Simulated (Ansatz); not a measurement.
# GeSe (Germanium monoselenide): levels of theory compared

Aim: a comparison of 5 runs (B3LYP/6-31G*, BHLYP/aug-cc-pVTZ, PBE0/aug-cc-pVTZ, SVWN5/aug-cc-pVTZ, RPA@PBE/aug-cc-pVTZ) of GeSe (Germanium monoselenide). 

The results are computed with Ansatz 0.2.0.

30 further runs of the same task are left out: 30 set aside as unsound or not needed.

## 1. The molecule

GeSe: 2 atoms, total charge 0, spin state singlet. SMILES: `[Ge-]#[Se+]`. The Ge1–Se2 distance was set to 2.455 Å, away from the relaxed value.

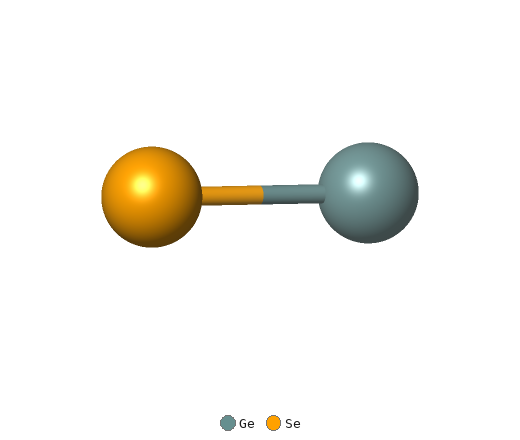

Viewed from a chosen angle; germanium teal, selenium orange.

## 2. The energy at B3LYP/6-31G(d) (spherical functions) (run 1)

The input, run.yaml:

```yaml
crystal:
  periodic: [false, false, false]
  atoms:
    - {symbol: Ge, position_ang: [0.000000, 0.000000, -0.320171]}
    - {symbol: Se, position_ang: [0.000000, 0.000000, 2.134629]}
basis:
  gaussian:
    orbitals: 6-31G_st_-spherical.json
accuracy: high
output:
  orbitals: {seedname: orbitals}
hamiltonian:
  xc: {name: B3LYP}
```

The basis set 6-31G* is read from a file made from the Basis Set Exchange's data (not shown).

Command:

```sh
ansatz run run.yaml --threads 1 --pin off --max-ram 3480MiB --events-out events.jsonl --progress --plain --runs-dir runs
```

Log:

```text
Warning: RAYON_NUM_THREADS=1 ignored (pool sized by the plan → 1); use --threads N
Functional definition: B3LYP
  name "B3LYP"
  parameter a0 = 0.2
  parameter ax = 0.72
  parameter ac = 0.81
  exchange = (1 - a0 - ax)*slater_x + ax*b88_x + a0*exact_x
  correlation = (1 - ac)*vwn_rpa_c + ac*lyp_c
1056 factors; integrals over basis functions are off by at most 1.4e-8 eV
mean field evaluation 1: about -121851.1532 eV, gradient 2.8e1 eV
mean field evaluation 2: about -121789.5957 eV, gradient 1.1e2 eV
mean field evaluation 4: about -121854.5330 eV, gradient 3.6e0 eV
mean field evaluation 8: about -121854.6011 eV, gradient 4.8e-1 eV
mean field evaluation 16: about -121854.6020 eV, gradient 1.0e-5 eV
mean field -121854.60204186 eV, -4478.0740290224 hartree, gradient 9.9e-9 eV, S^2 0.000000; 0 other end points of the search recorded, 0 dependent functions left out
reference -121854.60206809 eV, -4478.0740299863 hartree; 33, 33 occupied and 31, 31 virtual orbitals, 1056 factors
Total energy: -121854.60206809 eV, -4478.0740299863 hartree
```

Wall time 4.2 s (1 thread of Arm Neoverse V2, shared host); peak memory 0.17 GiB.

## 3. A single-point energy at BHLYP/aug-cc-pVTZ (run 2)

The input, input.yaml:

```yaml
crystal:
  periodic: [false, false, false]
  atoms:
    - {symbol: Ge, position_ang: [0.000000, 0.000000, -0.320171]}
    - {symbol: Se, position_ang: [0.000000, 0.000000, 2.134629]}
basis:
  gaussian:
    orbitals: aug-cc-pVTZ
hamiltonian:
  xc: {name: BHLYP}
output:
  orbitals: {seedname: orbitals}
accuracy: high
```

Command:

```sh
ansatz run input.yaml --threads 1 --pin off --max-ram 3480MiB --events-out events.jsonl --progress --plain --runs-dir runs
```

Log:

```text
Warning: RAYON_NUM_THREADS=1 ignored (pool sized by the plan → 1); use --threads N
Functional definition: BHLYP
  name "BHLYP"
  parameter a = 0.5
  exchange = (1 - a)*b88_x + a*exact_x
  correlation = lyp_c
1504 factors; integrals over basis functions are off by at most 4.0e-9 eV
mean field evaluation 1: about -121866.2976 eV, gradient 2.6e1 eV
mean field evaluation 2: about -121835.8437 eV, gradient 9.1e1 eV
mean field evaluation 4: about -121869.2521 eV, gradient 1.7e0 eV
mean field evaluation 8: about -121869.3237 eV, gradient 3.8e-1 eV
mean field evaluation 16: about -121869.3242 eV, gradient 6.5e-5 eV
mean field -121869.32422761 eV, -4478.6150593697 hartree, gradient 3.8e-8 eV, S^2 0.000000; 0 other end points of the search recorded, 0 dependent functions left out
reference -121869.32424669 eV, -4478.6150600711 hartree; 33, 33 occupied and 85, 85 virtual orbitals, 1504 factors
Total energy: -121869.32424669 eV, -4478.6150600711 hartree
```

Run time: 11 s. Hardware: 1 thread of Arm Neoverse V2, shared host; peak memory 0.34 GiB.

Run 3 isn't shown in full; the table further down has it.

## 4. A single-point energy at SVWN5/aug-cc-pVTZ (run 4)

The input, in.yaml:

```yaml
crystal:
  periodic: [false, false, false]
  atoms:
    - {symbol: Ge, position_ang: [0.000000, 0.000000, -0.320171]}
    - {symbol: Se, position_ang: [0.000000, 0.000000, 2.134629]}
basis:
  gaussian: {orbitals: aug-cc-pVTZ}
hamiltonian: {xc: {name: SVWN5}}
accuracy: high
output: {orbitals: {seedname: orbitals}}
```

Command:

```sh
ansatz run in.yaml --threads 1 --pin off --max-ram 3480MiB --events-out events.jsonl --progress --plain --runs-dir runs
```

Log:

```text
Warning: RAYON_NUM_THREADS=1 ignored (pool sized by the plan → 1); use --threads N
Functional definition: SVWN5
  name "SVWN5"
  exchange = slater_x
  correlation = vwn5_c
1504 factors; integrals over basis functions are off by at most 4.0e-9 eV
mean field evaluation 1: about -121689.0024 eV, gradient 3.2e1 eV
mean field evaluation 2: about -121614.2493 eV, gradient 1.2e2 eV
mean field evaluation 4: about -121691.0638 eV, gradient 1.8e1 eV
mean field evaluation 8: about -121692.2331 eV, gradient 4.0e-1 eV
mean field evaluation 16: about -121692.2322 eV, gradient 1.5e-4 eV
mean field -121692.23222848 eV, -4472.1070484389 hartree, gradient 1.7e-8 eV, S^2 0.000000; 0 other end points of the search recorded, 0 dependent functions left out
reference -121692.23223185 eV, -4472.1070485629 hartree; 33, 33 occupied and 85, 85 virtual orbitals, 1504 factors
Total energy: -121692.23223185 eV, -4472.1070485629 hartree
```

Run time: 5.7 s. Hardware: 1 thread of Arm Neoverse V2, shared host; peak memory 0.23 GiB.

## 5. The energy at RPA@PBE/aug-cc-pVTZ (run 5)

The input, run.yaml:

```yaml
crystal:
  periodic: [false, false, false]
  atoms:
    - {symbol: Ge, position_ang: [0.000000, 0.000000, -0.320171]}
    - {symbol: Se, position_ang: [0.000000, 0.000000, 2.134629]}
basis:
  gaussian:
    orbitals: aug-cc-pVTZ
total_charge: 0
magnetization:
  spin_polarized: false
hamiltonian:
  xc: pbe
correlation:
  method: rpa
  frozen_orbitals: {Ge: 9, Se: 9}
accuracy: high
```

Command:

```sh
ansatz run run.yaml --threads 1 --pin off --max-ram 3480MiB --events-out events.jsonl --progress --plain --runs-dir runs
```

Log, shortened:

```text
Warning: RAYON_NUM_THREADS=1 ignored (pool sized by the plan → 1); use --threads N
Functional definition: PBE
  name "PBE"
[...]
1504 factors; integrals over basis functions are off by at most 4.0e-9 eV
[...]
mean field -121852.25104014 eV, -4477.9876313028 hartree, gradient 1.6e-8 eV, S^2 0.000000; 0 other end points of the search recorded, 0 dependent functions left out
18 core orbitals not correlated: weight in the atoms' cores, before any rotation towards them, 1.000 or more for the frozen orbitals, at most 0.000 for the correlated occupied ones
reference -121777.93067080 eV, -4475.2564081058 hartree; 15, 15 occupied and 85, 85 virtual orbitals, 1504 factors
Total energy: -121794.97010324 eV, -4475.8825956983 hartree
```

Wall time 15 s (1 thread of Arm Neoverse V2, shared host); peak memory 0.3 GiB.

## 6. All runs side by side

```
run                               level  frozen core orbitals   energy (Eh)  HOMO energy (eV)  LUMO energy (eV)  HOMO–LUMO gap (eV)  wall time
  1  B3LYP/6-31G* (spherical functions)                     –  -4478.074030             -6.69             -3.29                3.41      4.2 s
  2                   BHLYP/aug-cc-pVTZ                     –  -4478.615060             -7.64             -2.43                5.21       11 s
  3                    PBE0/aug-cc-pVTZ                     –  -4478.102534             -6.94             -3.16                3.78       11 s
  4                   SVWN5/aug-cc-pVTZ                     –  -4472.107049             -6.24             -3.99                2.25      5.7 s
  5                 RPA@PBE/aug-cc-pVTZ                    18  -4475.882596                 –                 –                   –       15 s
```

## 7. Results

| quantity | value |
| --- | --- |
| run 5: total energy | -4475.88260 Eh |
| run 5: RPA correlation energy (valence) | -626.2 mEh |

Over runs 1, 2, 3, 4 the HOMO–LUMO gap runs from 2.25 eV (SVWN5/aug-cc-pVTZ) to 5.21 eV (BHLYP/aug-cc-pVTZ). Totals of different functionals can't be ranked against each other. All runs together took 47 s, the longest 15 s.
